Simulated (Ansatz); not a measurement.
```xyz
2

N     0.6675   -0.2192    0.3430
Si   -0.6675    0.2192   -0.3430
```

Geometry: PBE0-D4/def2-TZVP.

The calculation used UKS PBE0-D4/def2-TZVPP (Ansatz 0.2.0).

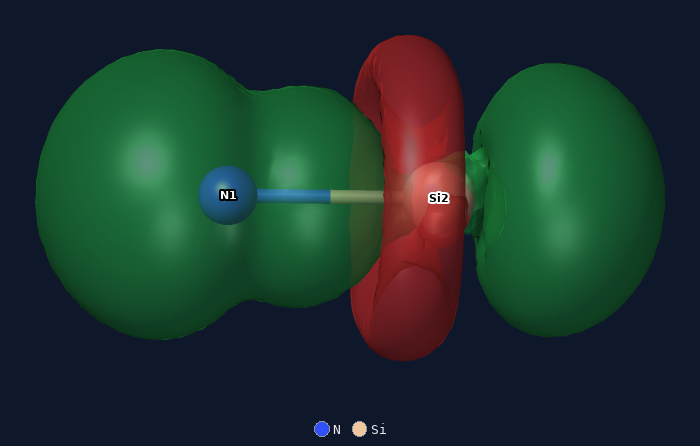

SiN (SMILES N#[Si]) (doublet). Isosurfaces of the spin density at +0.02 (green) and −0.02 e/Å³ (red), seen from one side.

Question: Describe the spin distribution.

Answer: The unpaired spin (1 electron) lies mostly on N1 (about 0.8) and Si2 (about 0.2), in electrons by Hirshfeld's partition.
